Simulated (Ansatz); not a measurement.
The reference is CdS in the wurtzite structure (space group P6_3mc, No. 186; a = 4.197 Å, c = 6.830 Å).

It is then changed as follows: a negative pressure, −1 GPa.

Level of theory: PBE (Ansatz, a quantum-chemistry and plane-wave program), scalar-relativistic without spin-orbit coupling, earlier PAW set.

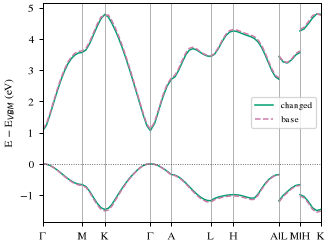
Highest valence and lowest conduction band along the path, each from its own valence-band maximum

The gap is 1.06 eV, direct at Γ; the base has 1.11 eV.

Load acts through the strain it causes; cell and atoms are relaxed under it. Stability against distortions was not tested.
